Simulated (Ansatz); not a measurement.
# Si2Ge2H10: basis-set convergence

Aim: see how fast density functionals converge with the basis set for Si2Ge2H10.

The runs use Ansatz 0.2.0, Gaussian basis; one geometry, several basis sets.

Plan: PBE0-D4/def2-SVP; ωB97M-V/def2-SVP; PBE0-D4/def2-QZVPP; ωB97M-V/def2-QZVPP; the functionals' def2-TZVPP values are taken from earlier runs.

**1. The geometry**

An earlier PBE0-D4 in a triple-zeta def2 set relaxation fixed the geometry.

SMILES `[SiH3][GeH2][GeH2][SiH3]`, 14 atoms, charge 0, spin multiplicity 1.

Atoms are counted from 1 here; the program's logs count them from 0.

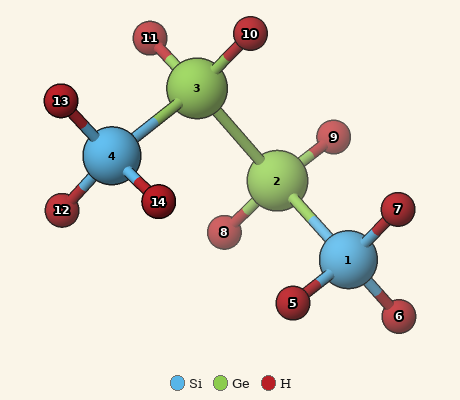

The structure; silicon blue, germanium green, hydrogen red; atoms are numbered from 1 in the order of the file.

**2. PBE0-D4 in def2-SVP**

Input file in.yaml:

```yaml
crystal:
  periodic: [false, false, false]
  atoms:
    - {symbol: Si, position_ang: [-1.773019, 1.604297, -0.497069]}
    - {symbol: Ge, position_ang: [-0.379040, 0.931483, 1.308165]}
    - {symbol: Ge, position_ang: [1.564442, -0.249577, 0.460527]}
    - {symbol: Si, position_ang: [0.877749, -2.119271, -0.838501]}
    - {symbol: H, position_ang: [-2.222309, 0.402318, -1.248972]}
    - {symbol: H, position_ang: [-2.968546, 2.343478, -0.011844]}
    - {symbol: H, position_ang: [-1.005093, 2.482468, -1.419277]}
    - {symbol: H, position_ang: [-1.159719, -0.007205, 2.248024]}
    - {symbol: H, position_ang: [0.064592, 2.156452, 2.129819]}
    - {symbol: H, position_ang: [2.391219, 0.715570, -0.410619]}
    - {symbol: H, position_ang: [2.455712, -0.707167, 1.630466]}
    - {symbol: H, position_ang: [0.047928, -3.028773, -0.004457]}
    - {symbol: H, position_ang: [2.047164, -2.876004, -1.359083]}
    - {symbol: H, position_ang: [0.058910, -1.648068, -1.987171]}
basis:
  gaussian: {orbitals: def2-SVP}
hamiltonian: {xc: pbe0, dispersion: d4}
output: {orbitals: {seedname: orbitals}}
```

The run is started by

```sh
$ ansatz run in.yaml --threads 4 --pin off --events-out ev --progress --plain --max-ram 11315MiB
```

Output:

```text
Functional definition: PBE0
  name "PBE0"
  cite "Adamo & Barone, J. Chem. Phys. 110, 6158 (1999) doi:10.1063/1.478522"
  cite "Perdew, Burke & Ernzerhof, Phys. Rev. Lett. 77, 3865 (1996) doi:10.1103/PhysRevLett.77.3865"
  parent pbe
  parameter a = 0.25
  parameter kappa = 0.804
  parameter beta = 0.06672455060314922
  exchange = (1 - a)*pbe_x(kappa = kappa, mu = beta*pi^2/3) + a*exact_x
  correlation = pbe_c(beta = beta)
1477 factors; integrals over basis functions are off by at most 1.4e-3 eV
mean field evaluation 1: about -128913.9387 eV, gradient 1.9e1 eV
mean field evaluation 2: about -128914.2548 eV, gradient 1.6e1 eV
mean field evaluation 4: about -128914.5071 eV, gradient 3.1e-1 eV
mean field evaluation 8: about -128914.5456 eV, gradient 3.1e-2 eV
mean field -128914.54562662 eV, -4737.5221703609 hartree, gradient 6.8e-5 eV, S^2 0.000000; 0 other end points of the search recorded, 0 dependent functions left out
reference -128914.54566275 eV, -4737.5221716884 hartree; 51, 51 occupied and 99, 99 virtual orbitals, 1477 factors
Total energy: -128914.85941119 eV, -4737.5337017311 hartree
```

Run time: 2.1 s. Hardware: 4 threads of Arm Neoverse V2, shared host.

**3. ωB97M-V in def2-SVP**

Changes to in.yaml since step 2:

```diff
@@ -19,3 +19,3 @@
   gaussian: {orbitals: def2-SVP}
-hamiltonian: {xc: pbe0, dispersion: d4}
+hamiltonian: {xc: {name: wB97M-V}}
 output: {orbitals: {seedname: orbitals}}
```

Same command.

Output, cut to the lines that bear on the results:

```text
Functional definition: wB97M-V
  name "wB97M-V"
  cite "Mardirossian & Head-Gordon, J. Chem. Phys. 144, 214110 (2016) doi:10.1063/1.4952647"
  cite "Becke, J. Chem. Phys. 107, 8554 (1997) doi:10.1063/1.475007"
  cite "Vydrov & Van Voorhis, J. Chem. Phys. 133, 244103 (2010) doi:10.1063/1.3521275"
  # Of w^i u^j: cxij and so on, Table III.
[...]
  gx(w, u) = 1 - cx + cx01*u + cx10*w
  gss(w, u) = css00 + css04*u^4 + css10*w + css20*w^2 + css43*w^4*u^3
  gos(w, u) = cos00 + cos10*w + (cos20 + cos21*u)*w^2 + (cos60 + cos61*u)*w^6
[...]
      + integral(e_c_pw_mod_opposite_spin*gos(b97_w_opposite, b97_u_opposite)) + vv10(b, c)
1477 factors; integrals over basis functions are off by at most 1.4e-3 eV
498 factors; integrals over basis functions are off by at most 4.8e-6 eV
[...]
mean field -128927.07102149 eV, -4737.9824701321 hartree, gradient 3.8e-5 eV, S^2 0.000000; 0 other end points of the search recorded, 0 dependent functions left out
reference -128927.07107856 eV, -4737.9824722296 hartree; 51, 51 occupied and 99, 99 virtual orbitals, 1477 factors
Total energy: -128927.07107856 eV, -4737.9824722296 hartree
```

Run time: 8.5 s. Hardware: 4 threads of Arm Neoverse V2, shared host.

**4. PBE0-D4 in def2-QZVPP**

Changes to in.yaml since step 3:

```diff
@@ -18,4 +18,4 @@
 basis:
-  gaussian: {orbitals: def2-SVP}
-hamiltonian: {xc: {name: wB97M-V}}
+  gaussian: {orbitals: "def2-QZVPP.json"}
+hamiltonian: {xc: pbe0, dispersion: d4}
 output: {orbitals: {seedname: orbitals}}
```

The command is unchanged.

Output:

```text
Functional definition: PBE0
  name "PBE0"
  cite "Adamo & Barone, J. Chem. Phys. 110, 6158 (1999) doi:10.1063/1.478522"
  cite "Perdew, Burke & Ernzerhof, Phys. Rev. Lett. 77, 3865 (1996) doi:10.1103/PhysRevLett.77.3865"
  parent pbe
  parameter a = 0.25
  parameter kappa = 0.804
  parameter beta = 0.06672455060314922
  exchange = (1 - a)*pbe_x(kappa = kappa, mu = beta*pi^2/3) + a*exact_x
  correlation = pbe_c(beta = beta)
2502 factors; their error is unknown
mean field evaluation 1: about -128936.1250 eV, gradient 2.4e1 eV
mean field evaluation 2: about -128936.7062 eV, gradient 2.2e1 eV
mean field evaluation 4: about -128937.0630 eV, gradient 9.3e-1 eV
mean field evaluation 8: about -128937.3469 eV, gradient 5.7e-1 eV
mean field evaluation 16: about -128937.3470 eV, gradient 1.8e-5 eV
mean field -128937.34697821 eV, -4738.3601045764 hartree, gradient 1.8e-5 eV, S^2 0.000000; 0 other end points of the search recorded, 0 dependent functions left out
reference -128937.34703705 eV, -4738.3601067386 hartree; 51, 51 occupied and 567, 567 virtual orbitals, 2502 factors
Total energy: -128937.66078549 eV, -4738.3716367813 hartree
```

Run time: 21 s. Hardware: 4 threads of Arm Neoverse V2, shared host; peak memory 3.5 GiB.

**5. ωB97M-V in def2-QZVPP**

Changes to in.yaml since step 4:

```diff
@@ -19,3 +19,3 @@
   gaussian: {orbitals: "def2-QZVPP.json"}
-hamiltonian: {xc: pbe0, dispersion: d4}
+hamiltonian: {xc: {name: wB97M-V}}
 output: {orbitals: {seedname: orbitals}}
```

Launched as before.

Output, cut to the lines that bear on the results:

```text
Functional definition: wB97M-V
  name "wB97M-V"
  cite "Mardirossian & Head-Gordon, J. Chem. Phys. 144, 214110 (2016) doi:10.1063/1.4952647"
  cite "Becke, J. Chem. Phys. 107, 8554 (1997) doi:10.1063/1.475007"
  cite "Vydrov & Van Voorhis, J. Chem. Phys. 133, 244103 (2010) doi:10.1063/1.3521275"
  # Of w^i u^j: cxij and so on, Table III.
[...]
  gx(w, u) = 1 - cx + cx01*u + cx10*w
  gss(w, u) = css00 + css04*u^4 + css10*w + css20*w^2 + css43*w^4*u^3
  gos(w, u) = cos00 + cos10*w + (cos20 + cos21*u)*w^2 + (cos60 + cos61*u)*w^6
[...]
      + integral(e_c_pw_mod_opposite_spin*gos(b97_w_opposite, b97_u_opposite)) + vv10(b, c)
2438 factors; their error is unknown
552 factors; integrals over basis functions are off by at most 9.2e-6 eV
[...]
mean field -128949.85449231 eV, -4738.8197472418 hartree, gradient 5.5e-5 eV, S^2 0.000000; 0 other end points of the search recorded, 0 dependent functions left out
reference -128949.85458441 eV, -4738.8197506265 hartree; 51, 51 occupied and 567, 567 virtual orbitals, 2438 factors
Total energy: -128949.85458441 eV, -4738.8197506265 hartree
```

Wall time 42 s (4 threads of Arm Neoverse V2, shared host); peak memory 4.2 GiB.

**6. Density functionals: the series**

The def2-TZVPP values come from earlier runs at the same geometry.

```tsv
functional	basis	functions	energy (eV)	from the largest (eV)	HOMO (eV)	LUMO (eV)
PBE0-D4	def2-SVP	150	-128914.8594	22.801	-7.76	-0.05
PBE0-D4	def2-TZVPP	320	-128934.6858	2.975	-7.72	-0.27
PBE0-D4	def2-QZVPP	618	-128937.6608	0.000	-7.72	-0.38
ωB97M-V	def2-SVP	150	-128927.0711	22.784	-9.65	1.76
ωB97M-V	def2-TZVPP	320	-128946.9742	2.880	-9.65	1.39
ωB97M-V	def2-QZVPP	618	-128949.8546	0.000	-9.64	1.09
```

**7. Outcome**

| quantity | value |
| --- | --- |
| PBE0-D4: double and triple zeta above quadruple | 22.80, 2.98 eV |
| ωB97M-V: double and triple zeta above quadruple | 22.78, 2.88 eV |

**Reading.** For PBE0-D4 the step from double to triple zeta gains 19.83 eV and the next only 2.98 eV. These are total energies; as a rule much of such shifts cancels in differences, which this series doesn't test. The LUMO of ωB97M-V is positive and keeps falling with the basis (1.76 to 1.09 eV): an unbound level that the basis holds in place.

For PBE0-D4 the largest set took about 10 times as long as the smallest (21 s against 2.1 s).
